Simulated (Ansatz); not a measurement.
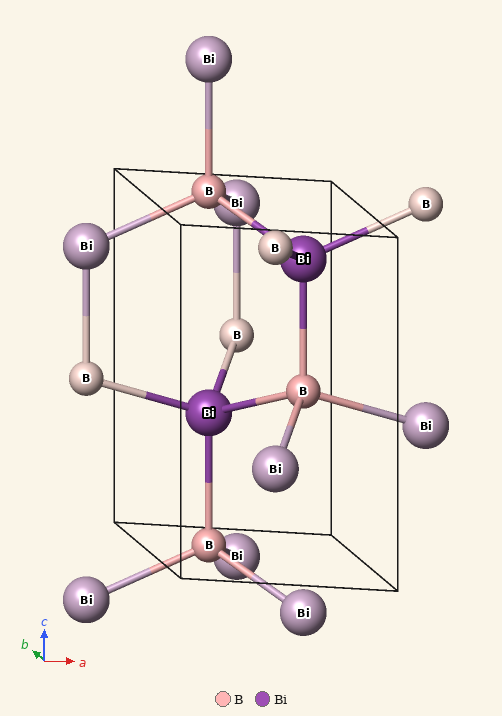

The figure gives a ball-and-stick picture of the atoms, viewed slightly off an axis. The lines enclose the conventional unit cell; boundary atoms appear with their images. Bonded atoms from the next cells complete the picture, in fainter colours.

BiB, wurtzite, space group P6_3mc (No. 186), a = 3.769 Å, b = 3.769 Å, c = 6.216 Å, α = 90.00°, β = 90.00°, γ = 120.00°. It goes back to a structure type filled with these elements by a generator (whether the compound takes this form wasn't checked). The cell was then strained or its atoms displaced on purpose. It was run through Ansatz as a DFT input.

This one geometry was computed with Ansatz (DFT, plane waves, PAW) at three levels of theory: PBE, HSE06 and r2SCAN. It was relaxed with r2SCAN and then strained.

Which level gives the highest pressure at this volume, and what does that say about its equilibrium volume?

Answer. Highest: PBE (8.4 GPa), which points to the largest equilibrium volume. Lowest, with the smallest volume: HSE06 (5.3 GPa). Levels within 0.5 GPa of each other can't be told apart.

How does the band gap change with the level of theory?

Answer. PBE: a gap of 0.34 eV, direct; r2SCAN: a gap of 0.46 eV, direct; HSE06: a gap of 0.88 eV, direct.

Collect the results in a table.

Answer.
| level | cutoff (eV) | k-mesh of the run's cell | gap (eV) | pressure (GPa) |
| --- | --- | --- | --- | --- |
| PBE | 420 | 12×12×4 | 0.34 | 8.4 |
| HSE06 | 420 | 6×6×4 | 0.88 | 5.3 |
| r2SCAN | 500 | 12×12×4 | 0.46 | 7.2 |

Gaps are taken on the k-mesh or band path of each run.
